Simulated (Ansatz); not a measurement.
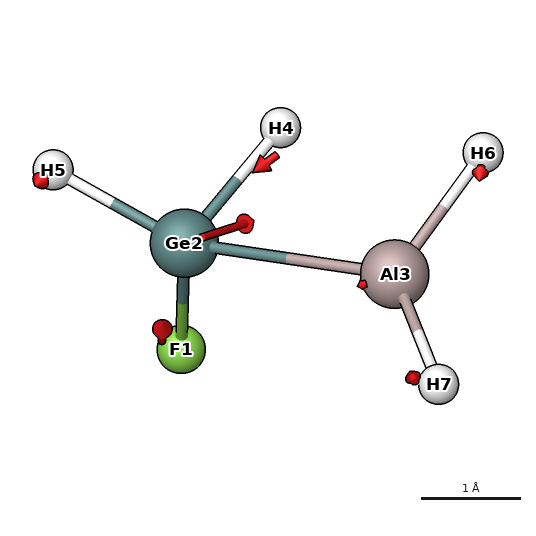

Arrows show the forces on the atoms, 0.4 Å of arrow for 1 eV/Å; forces under a tenth of the largest aren't drawn. Level of theory: r2SCAN-D4/def2-TZVPP (Ansatz 0.2.0).

**On which atom is the force largest, and how large is it?**

On Ge2: 2.45 eV/Å.

List the force components in the frame of the picture (x right, y up, z towards the viewer), in eV/Å.

| atom | Fx | Fy | Fz |
| --- | --- | --- | --- |
| F1 | 0.02 | 0.46 | 1.31 |
| Ge2 | 1.35 | 0.43 | −2.00 |
| Al3 | −0.24 | −0.08 | 0.07 |
| H4 | −0.66 | −0.48 | 0.15 |
| H5 | −0.27 | −0.24 | 0.49 |
| H6 | −0.05 | −0.39 | 0.34 |
| H7 | −0.15 | 0.29 | −0.36 |
